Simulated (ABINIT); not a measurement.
# Nb (Im-3m): phonons by linear response, part 3 of 3

How does Nb (Im-3m) vibrate, and is this structure a minimum?

ABINIT 10.8.3; DFT PBE, scalar-relativistic, plane waves, PseudoDojo norm-conserving pseudopotentials.

So far. Step 3 (Relaxing the cell and atoms): The volume changes by -1.5 % in this run and stands -1.5 % from the first cell. Step 4 (Ground state): The cell stands at -0.57 GPa: the relaxation ran with a smoothed and higher cutoff, and the difference is a stress of the finite basis. The relaxed cell has a = 3.311 Å (conventional setting).

The database entry behind the starting cell differs from later determinations by our own check (about 0.8 % long, hydrogen-cycled sample), so it need not match the best structure at ambient conditions.

## Step 7: Dispersion

anaddb transforms the dynamical matrices to force constants and back along the path; points of the mesh come back as solved, but for the sum rule and, in polar crystals, the LO-TO term at Γ; the rest is interpolation.

Contents of anaddb.abi:

```
ddb_filepath "all_DDB"
output_file "anaddb.abo"
outdata_prefix "anaddb"
ifcflag 1
ngqpt 4 4 4
nqshft 1
q1shft 0.0 0.0 0.0
asr 1
chneut 0
dipdip 0
dipquad 0
quadquad 0
enunit 0
eivec 0
nph1l 62
qph1l 
    0.0 0.0 0.0 1.0
    0.05 -0.05 0.05 1.0
    0.1 -0.1 0.1 1.0
    0.15 -0.15 0.15 1.0
    0.2 -0.2 0.2 1.0
    0.25 -0.25 0.25 1.0
    0.3 -0.3 0.3 1.0
    0.35 -0.35 0.35 1.0
    0.4 -0.4 0.4 1.0
    0.45 -0.45 0.45 1.0
    0.5 -0.5 0.5 1.0
    0.45 -0.45 0.5 1.0
    0.4 -0.4 0.5 1.0
    0.35 -0.35 0.5 1.0
    0.3 -0.3 0.5 1.0
    0.25 -0.25 0.5 1.0
    0.2 -0.2 0.5 1.0
    0.15 -0.15 0.5 1.0
    0.1 -0.1 0.5 1.0
    0.05 -0.05 0.5 1.0
    0.0 0.0 0.5 1.0
    0.0 0.0 0.45 1.0
    0.0 0.0 0.4 1.0
    0.0 0.0 0.35 1.0
    0.0 0.0 0.3 1.0
    0.0 0.0 0.25 1.0
    0.0 0.0 0.2 1.0
    0.0 0.0 0.15 1.0
    0.0 0.0 0.1 1.0
    0.0 0.0 0.05 1.0
    0.0 0.0 0.0 1.0
    0.025 0.025 0.025 1.0
    0.05 0.05 0.05 1.0
    0.075 0.075 0.075 1.0
    0.1 0.1 0.1 1.0
    0.125 0.125 0.125 1.0
    0.15 0.15 0.15 1.0
    0.175 0.175 0.175 1.0
    0.2 0.2 0.2 1.0
    0.225 0.225 0.225 1.0
    0.25 0.25 0.25 1.0
    0.275 0.175 0.275 1.0
    0.3 0.1 0.3 1.0
    0.325 0.025 0.325 1.0
    0.35 -0.05 0.35 1.0
    0.375 -0.125 0.375 1.0
    0.4 -0.2 0.4 1.0
    0.425 -0.275 0.425 1.0
    0.45 -0.35 0.45 1.0
    0.475 -0.425 0.475 1.0
    0.5 -0.5 0.5 1.0
    0.25 0.25 0.25 1.0
    0.225 0.225 0.275 1.0
    0.2 0.2 0.3 1.0
    0.175 0.175 0.325 1.0
    0.15 0.15 0.35 1.0
    0.125 0.125 0.375 1.0
    0.1 0.1 0.4 1.0
    0.075 0.075 0.425 1.0
    0.05 0.05 0.45 1.0
    0.025 0.025 0.475 1.0
    0.0 0.0 0.5 1.0
```

Contents of mrgddb.in:

```
all_DDB
merged
8
dfpt_gammao_DDB
dfpt_qo_DS1_DDB
dfpt_qo_DS2_DDB
dfpt_qo_DS3_DDB
dfpt_qo_DS4_DDB
dfpt_qo_DS5_DDB
dfpt_qo_DS6_DDB
dfpt_qo_DS7_DDB
```

Command:

```
$ mrgddb < mrgddb.in > mrgddb.log
$ OMP_NUM_THREADS=1 anaddb anaddb.abi > anaddb.log
```

anaddb.abo, the main output file:

```text
[banners, grids, parts of the stress and lines that vanish by symmetry left out]
-outvars_anaddb: echo values of input variables ----------------------

 Flags :
[...]
Phonon wavevector (reduced coordinates) :  0.00000  0.00000  0.00000
 Phonon energies in Hartree :
[...]
Phonon frequencies in cm-1    :
-  0.000000E+00  0.000000E+00  0.000000E+00
[...]
Phonon wavevector (reduced coordinates) :  0.05000 -0.05000  0.05000
 Phonon energies in Hartree :
[...]
Phonon frequencies in cm-1    :
- -1.777074E+01 -1.777074E+01  5.900698E+01
[...]
Phonon wavevector (reduced coordinates) :  0.10000 -0.10000  0.10000
 Phonon energies in Hartree :
[...]
Phonon frequencies in cm-1    :
- -2.621147E+01 -2.621147E+01  1.144222E+02
[...]
Phonon wavevector (reduced coordinates) :  0.15000 -0.15000  0.15000
 Phonon energies in Hartree :
[...]
Phonon frequencies in cm-1    :
-  2.002032E+01  2.002032E+01  1.601927E+02
  Phonon wavevector (reduced coordinates) :  0.20000 -0.20000  0.20000
 Phonon energies in Hartree :
[...]
Phonon frequencies in cm-1    :
-  6.813082E+01  6.813082E+01  1.891609E+02
  Phonon wavevector (reduced coordinates) :  0.25000 -0.25000  0.25000
 Phonon energies in Hartree :
[...]
Phonon frequencies in cm-1    :
-  1.126859E+02  1.126859E+02  1.979664E+02
  Phonon wavevector (reduced coordinates) :  0.30000 -0.30000  0.30000
 Phonon energies in Hartree :
[...]
Phonon frequencies in cm-1    :
-  1.528038E+02  1.528038E+02  1.923061E+02
  Phonon wavevector (reduced coordinates) :  0.35000 -0.35000  0.35000
 Phonon energies in Hartree :
[...]
Phonon frequencies in cm-1    :
-  1.842443E+02  1.842443E+02  1.873764E+02
  Phonon wavevector (reduced coordinates) :  0.40000 -0.40000  0.40000
 Phonon energies in Hartree :
[...]
Phonon frequencies in cm-1    :
-  1.956747E+02  2.049793E+02  2.049793E+02
  Phonon wavevector (reduced coordinates) :  0.45000 -0.45000  0.45000
 Phonon energies in Hartree :
[...]
Phonon frequencies in cm-1    :
-  2.114159E+02  2.158416E+02  2.158416E+02
  Phonon wavevector (reduced coordinates) :  0.50000 -0.50000  0.50000
 Phonon energies in Hartree :
[...]
Phonon frequencies in cm-1    :
-  2.190724E+02  2.190724E+02  2.190724E+02
  Phonon wavevector (reduced coordinates) :  0.45000 -0.45000  0.50000
 Phonon energies in Hartree :
[...]
Phonon frequencies in cm-1    :
-  2.148522E+02  2.175360E+02  2.176530E+02
  Phonon wavevector (reduced coordinates) :  0.40000 -0.40000  0.50000
 Phonon energies in Hartree :
[...]
Phonon frequencies in cm-1    :
-  2.028659E+02  2.131779E+02  2.136294E+02
  Phonon wavevector (reduced coordinates) :  0.35000 -0.35000  0.50000
 Phonon energies in Hartree :
[...]
Phonon frequencies in cm-1    :
-  1.851493E+02  2.066962E+02  2.076919E+02
[...]
Phonon wavevector (reduced coordinates) :  0.17500  0.17500  0.32500
 Phonon energies in Hartree :
[...]
Phonon frequencies in cm-1    :
-  1.488130E+02  1.642542E+02  1.883234E+02
  Phonon wavevector (reduced coordinates) :  0.15000  0.15000  0.35000
 Phonon energies in Hartree :
[...]
Phonon frequencies in cm-1    :
-  1.436834E+02  1.616035E+02  1.906553E+02
  Phonon wavevector (reduced coordinates) :  0.12500  0.12500  0.37500
 Phonon energies in Hartree :
[...]
Phonon frequencies in cm-1    :
-  1.405816E+02  1.607019E+02  1.913114E+02
  Phonon wavevector (reduced coordinates) :  0.10000  0.10000  0.40000
 Phonon energies in Hartree :
[...]
Phonon frequencies in cm-1    :
-  1.394199E+02  1.619746E+02  1.906552E+02
  Phonon wavevector (reduced coordinates) :  0.07500  0.07500  0.42500
 Phonon energies in Hartree :
[...]
Phonon frequencies in cm-1    :
-  1.396896E+02  1.649482E+02  1.892138E+02
  Phonon wavevector (reduced coordinates) :  0.05000  0.05000  0.45000
 Phonon energies in Hartree :
[...]
Phonon frequencies in cm-1    :
-  1.406506E+02  1.684800E+02  1.875889E+02
  Phonon wavevector (reduced coordinates) :  0.02500  0.02500  0.47500
 Phonon energies in Hartree :
[...]
Phonon frequencies in cm-1    :
-  1.415739E+02  1.712631E+02  1.863432E+02
  Phonon wavevector (reduced coordinates) :  0.00000  0.00000  0.50000
 Phonon energies in Hartree :
[...]
Phonon frequencies in cm-1    :
-  1.419433E+02  1.723113E+02  1.858791E+02
-
```

Elapsed: 0.54 s, on 1 thread of Arm Neoverse V2, shared host.

Numbers from this step:

- lowest frequency on the path: -26.21 cm⁻¹

Anaddb. Phonon branches along the path, in cm⁻¹:

```
    point  branch 1  branch 2  branch 3
        Γ         0         0         0
        H       219       219       219
        N       142       172       186
        Γ         0         0         0
        P       171       171       171
        H       219       219       219
jump to P       171       171       171
        N       142       172       186
```

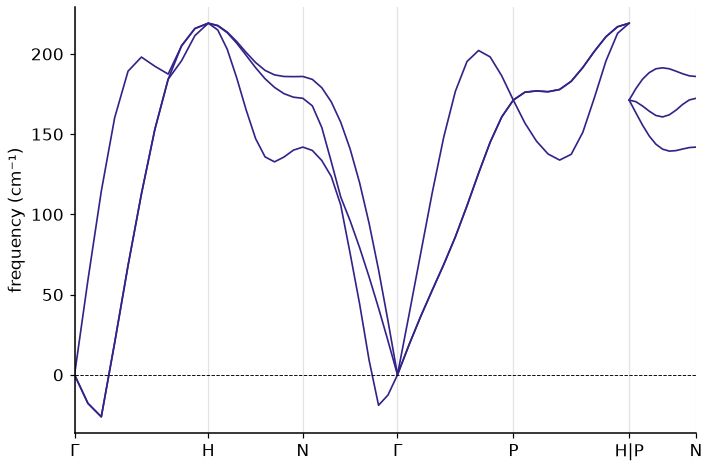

Phonon branches along the path.

The path dips to 26i cm⁻¹ between the solved wavevectors, whose modes are all real, so the dip may come from the interpolation.

## Step 8: Sums over the zone

Sums over the zone need many more wavevectors than were solved, so the interpolation is sampled on a dense mesh.

Contents of anaddb.abi:

```
ddb_filepath "all_DDB"
output_file "anaddb.abo"
outdata_prefix "anaddb"
ifcflag 1
ngqpt 4 4 4
nqshft 1
q1shft 0.0 0.0 0.0
asr 1
chneut 0
dipdip 0
dipquad 0
quadquad 0
prtdos 2
ng2qpt 19 19 19
dosdeltae 4.5563e-06
ntemper 11
temperinc 100.0
tempermin 0.0
```

Command:

```
$ OMP_NUM_THREADS=1 anaddb anaddb.abi > anaddb.log
```

anaddb.abo, the main output file:

```text
[banners, grids, parts of the stress and lines that vanish by symmetry left out]
-outvars_anaddb: echo values of input variables ----------------------

 Flags :
     ifcflag         1
 Miscellaneous information :
         asr         1
      chneut         0
 Interatomic Force Constants Inputs :
      dipdip         0
     dipquad         0
    quadquad         0
      ifcana         0
      ifcout         0
 Description of grid 1 :
        brav         1
       ngqpt         4         4         4
      nqshft         1
      q1shft
                     0.00000000E+00  0.00000000E+00  0.00000000E+00
 Phonon DOS information :
   dosdeltae  4.55630000E-06
    dossmear  4.55633525E-06
 Description of grid 2 (Fourier interp. or BZ sampling):
      ng2qpt        19        19        19
      ngrids         4
      q2shft         0.00000000E+00  0.00000000E+00  0.00000000E+00

================================================================================

 read the DDB information and perform some checks

  ==== Info on the Cryst% object ====
 Real(R)+Recip(G) space primitive vectors, cartesian coordinates (Bohr,Bohr^-1):
 R(1)= -3.1282852  3.1282852  3.1282852  G(1)=  0.0000000  0.1598320  0.1598320
 R(2)=  3.1282852 -3.1282852  3.1282852  G(2)=  0.1598320  0.0000000  0.1598320
 R(3)=  3.1282852  3.1282852 -3.1282852  G(3)=  0.1598320  0.1598320  0.0000000
 Unit cell volume ucvol=  1.2245570E+02 bohr^3
 Angles (23,13,12)=  1.09471221E+02  1.09471221E+02  1.09471221E+02 degrees
 Time-reversal symmetry is present
 Reduced atomic positions [iatom, xred, symbol]:
    1)    0.0000000  0.0000000  0.0000000  Nb

 DDB file with 8 blocks has been read.

================================================================================

 Calculation of the interatomic forces

       Homogeneous q point set in the B.Z.
 Grid q points  :       64
  1)   0.00000000E+00  0.00000000E+00  0.00000000E+00
  2)   2.50000000E-01  0.00000000E+00  0.00000000E+00
  3)   5.00000000E-01  0.00000000E+00  0.00000000E+00
  4)  -2.50000000E-01  0.00000000E+00  0.00000000E+00
  5)   0.00000000E+00  2.50000000E-01  0.00000000E+00
  6)   2.50000000E-01  2.50000000E-01  0.00000000E+00
  7)   5.00000000E-01  2.50000000E-01  0.00000000E+00
  8)  -2.50000000E-01  2.50000000E-01  0.00000000E+00
  9)   0.00000000E+00  5.00000000E-01  0.00000000E+00
 10)   2.50000000E-01  5.00000000E-01  0.00000000E+00
 11)   5.00000000E-01  5.00000000E-01  0.00000000E+00
 12)  -2.50000000E-01  5.00000000E-01  0.00000000E+00
 13)   0.00000000E+00 -2.50000000E-01  0.00000000E+00
 14)   2.50000000E-01 -2.50000000E-01  0.00000000E+00
[...]
58)   2.50000000E-01  5.00000000E-01 -2.50000000E-01
 59)   5.00000000E-01  5.00000000E-01 -2.50000000E-01
 60)  -2.50000000E-01  5.00000000E-01 -2.50000000E-01
 61)   0.00000000E+00 -2.50000000E-01 -2.50000000E-01
 62)   2.50000000E-01 -2.50000000E-01 -2.50000000E-01
 63)   5.00000000E-01 -2.50000000E-01 -2.50000000E-01
 64)  -2.50000000E-01 -2.50000000E-01 -2.50000000E-01

 The interatomic forces have been obtained

================================================================================

 Calculation of phonon density of states

 Average speed of sound partial sums:     0.1178731810E-02 (at units)
-                                   =           2.5787 [km/s]

 Debye frequency from partial sums:     0.9252071951E-03 (Ha)
-                                 =     0.6087570905E+01 (THz)
-Debye temperature from partial sums:     0.2921573250E+03 (K)

 Average speed of sound:     0.1117443014E-03 (at units)
-                      =           0.2445 [km/s]

 Debye frequency from DOS:     0.8771005478E-04 (Ha)
-                        =     0.5771044371E+00 (THz)
-Debye temperature from DOS:     0.2769664472E+02 (K)

-
```

Wall time 0.65 s (1 thread).

This step gave:

- share of modes beyond 3i cm⁻¹ on the dense interpolated mesh: 0.0041

The phonon density of states has structure finer than the step of the table below, so its rows give means over 25 cm⁻¹, whole bins alone (the curve runs from -30 to 249 cm⁻¹). Peaks (cm⁻¹: height): 134.0: 0.0644, 194.0: 0.0790.

Tetrahedra. Phonon density of states against wavenumber; means over each step:

```
wavenumber (cm⁻¹)  phonon density of states (1/cm⁻¹/cell)
                0                                  8.5e-4
               25                                 0.00180
               50                                 0.00348
               75                                 0.00593
              100                                 0.00978
              125                                  0.0254
              150                                  0.0216
              175                                  0.0215
              200                                  0.0291
              225                                  5.1e-4
```

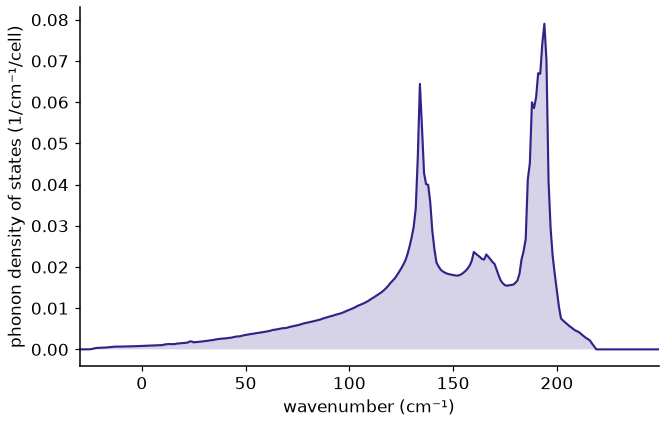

Phonon density of states against wavenumber.

## Step 9: Summary of results

```json
{
 "space group after relaxation": "Im-3m",
 "volume per atom": "18.1 Å³",
 "q mesh": "4×4×4",
 "lowest mode on the q mesh (acoustic ones at the zone centre apart)": "75.5 cm⁻¹",
 "imaginary modes on the q mesh": "none"
}
```

In words: Nb (Im-3m) is dynamically stable on the 4×4×4 mesh; its spectrum reaches 219 cm⁻¹. The base run prints -0.57 GPa, mostly the error of a finite basis; the relaxation, with a smoothed and higher cutoff, had brought the cell to rest. The imaginary part of the path lies between the solved wavevectors, so it may come from the interpolation. These are harmonic frequencies at zero temperature: anharmonic shifts and linewidths and thermal expansion are left out. In a metal the frequencies hang on the k mesh and the smearing, most of all near Kohn anomalies. Electron-phonon sums were run after this but are not shown: the interpolated spectrum has imaginary branches.

[Host names and launcher messages were left out of these logs when they were recorded.]

[Logs are printed without paths, hosts, clocks, repeated set-up lines and the standing remarks that a program may print on its own settings, such as how far it seeks lower states.]

[Hosts, paths, dates, database ids (printed as entryN), source tags and the programs' standing remarks are cut or masked in the printed files.]
